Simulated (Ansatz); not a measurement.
# Phonon calculation of CH5Si2 (charge −1)

- system: CH5Si2, charge −1, SMILES [CH-]=[SiH][SiH3]
- method: RKS PBE0-D4/def2-SVP (Ansatz 0.2.0)

It belongs to a series of runs on one base structure; here: vibrations at the highest image of the band. Figures and captions count atoms from 1; the log counts them from 0 in places.

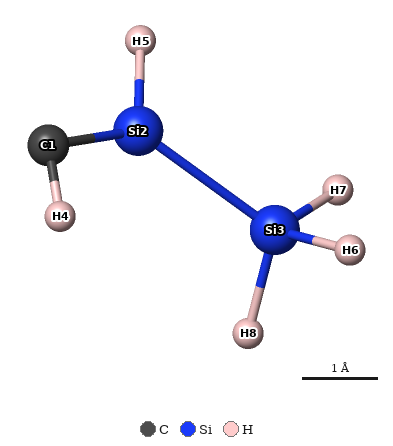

The input geometry (ball-and-stick view, seen at a tilt; atoms are numbered from 1 in the order of the input). Bond lengths as drawn: C–H 1.12 Å, C–Si 1.73 Å, H–Si 1.51 to 1.52 Å and Si–Si 2.37 Å.

### The input
```yaml
crystal:
  periodic: [false, false, false]
  atoms:
    - { symbol: C, position_ang: [-1.750159, 1.185283, -1.38] }
    - { symbol: Si, position_ang: [-0.152446, 0.719246, -0.919052] }
    - { symbol: Si, position_ang: [0.675783, -0.671249, 0.808314] }
    - { symbol: H, position_ang: [-2.500449, 0.709641, -0.705064] }
    - { symbol: H, position_ang: [1.061631, 1.221852, -1.662398] }
    - { symbol: H, position_ang: [0.300687, -0.237886, 2.20908] }
    - { symbol: H, position_ang: [2.183609, -0.825685, 0.882429] }
    - { symbol: H, position_ang: [0.181346, -2.101203, 0.766699] }
total_charge: -1
basis:
  gaussian: { orbitals: def2-SVP }
hamiltonian:
  xc: pbe0
  dispersion: d4
phonons: {}
```

Launched with:
```bash
ansatz run input.yaml --threads 1 --pin off --max-ram 2048MiB --backend cpu --events-out ev --progress --plain --runs-dir out
```

### What the program printed
```
Engine: ansatz 0.2.0, aarch64-unknown-linux-gnu
Functional definition: PBE0
  parameter a = 0.25
  parameter kappa = 0.804
  parameter beta = 0.06672455060314922
  exchange = (1 - a)*pbe_x(kappa = kappa, mu = beta*pi^2/3) + a*exact_x
  correlation = pbe_c(beta = beta)
791 factors; integrals over basis functions are off by at most 2.7e-4 eV
mean field evaluation 1: about -16850.3271 eV, gradient 4.6e1 eV
mean field evaluation 2: about -16794.7483 eV, gradient 1.1e2 eV
mean field evaluation 4: about -16857.0435 eV, gradient 4.8e0 eV
mean field evaluation 8: about -16857.1361 eV, gradient 2.4e-1 eV
mean field evaluation 16: about -16857.1363 eV, gradient 8.7e-5 eV
mean field -16857.13633912 eV, -619.4883342851 hartree, gradient 8.7e-5 eV, S^2 0.000000; 0 other end points of the search recorded, 0 dependent functions left out
the calculation of the forces begins
reference -16857.13636631 eV, -619.4883352845 hartree; 20, 20 occupied and 55, 55 virtual orbitals, 791 factors
these checks for a lower state are left out or cut short: stability, starts, cluster_reference, orbital_swaps, neighbouring_geometries, increment
791 factors; integrals over basis functions are off by at most 2.7e-4 eV
mean field -16857.13616711 eV, -619.4883279641 hartree, gradient 1.0e-6 eV, S^2 0.000000; 0 other end points of the search recorded, 0 dependent functions left out
[... from here on the field's lines of each further geometry are left out, up to the last ...]
the calculation of the forces begins
reference -16857.13636229 eV, -619.4883351366 hartree; 20, 20 occupied and 55, 55 virtual orbitals, 791 factors
these checks for a lower state are left out or cut short: stability, starts, cluster_reference, orbital_swaps, neighbouring_geometries, increment
791 factors; integrals over basis functions are off by at most 2.7e-4 eV
mean field -16857.13633151 eV, -619.4883340056 hartree, gradient 4.4e-6 eV, S^2 0.000000; 0 other end points of the search recorded, 0 dependent functions left out
the calculation of the forces begins
reference -16857.13635870 eV, -619.4883350049 hartree; 20, 20 occupied and 55, 55 virtual orbitals, 791 factors
WARN: phonons: modes at or below zero, which the zero-point energy, F, S and C_V leave out: 1, the lowest at -92.48 cm⁻¹. A minimum has none, and a first-order saddle one
Total energy: -16857.31018591 eV, -619.4947230369 hartree
Atom 0 at    -1.750159     1.185283    -1.380000 Å, force    -0.003084    -0.000846    -0.000122 eV/Å
Atom 1 at    -0.152446     0.719246    -0.919052 Å, force     0.005305     0.003824     0.002045 eV/Å
Atom 2 at     0.675783    -0.671249     0.808314 Å, force    -0.000045    -0.004290     0.000819 eV/Å
Atom 3 at    -2.500449     0.709641    -0.705064 Å, force    -0.000304    -0.000034    -0.001203 eV/Å
Atom 4 at     1.061631     1.221852    -1.662398 Å, force    -0.002229    -0.002517     0.000376 eV/Å
Atom 5 at     0.300687    -0.237886     2.209080 Å, force    -0.000254     0.002950     0.000781 eV/Å
Atom 6 at     2.183609    -0.825685     0.882429 Å, force     0.001648     0.000830    -0.000122 eV/Å
Atom 7 at     0.181346    -2.101203     0.766699 Å, force    -0.001037     0.000083    -0.002574 eV/Å
Dipole moment:     0.601432    -0.529386     0.631289 e Å
Vibrations: -92.48 155.16 213.95 367.51 462.86 476.92 662.81 793.40 836.81 902.77 938.36 955.64 959.40 2093.93 2110.66 2121.49 2129.84 3004.29 cm⁻¹, zero-point energy 1.189369 eV
```

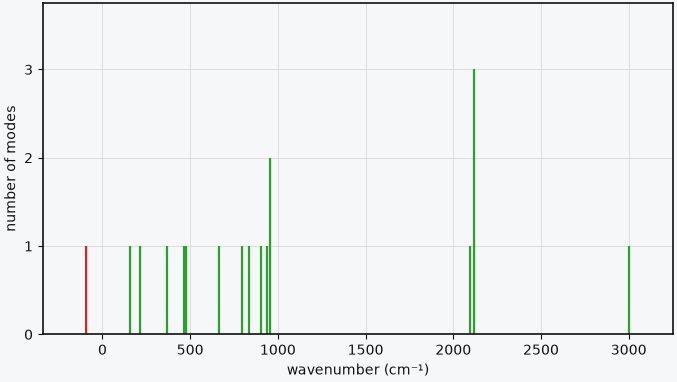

Harmonic vibrational wavenumbers from the force constants; neighbouring modes closer than 14 cm⁻¹ are counted in one stick, and imaginary ones are drawn at negative wavenumbers. 18 modes from 92i to 3004 cm⁻¹, 1 imaginary beyond 8i (92i cm⁻¹): not a clean minimum; so soft a mode can be a shallow saddle, an incomplete relaxation or noise of the force constants.

### Results in brief

```json
{"quantity": "outcome", "value": "converged"}
{"quantity": "total energy", "value": "−16857.3102 eV"}
{"quantity": "mean-field energy", "value": "−16857.1364 eV"}
{"quantity": "largest force (length of the vector)", "value": "0.007 eV/Å"}
{"quantity": "hardware", "value": "1 thread of Arm Neoverse V1, 24 GiB of memory available, shared host"}
{"quantity": "wall time", "value": "72 s"}
{"quantity": "peak memory", "value": "0.13 GiB"}
```
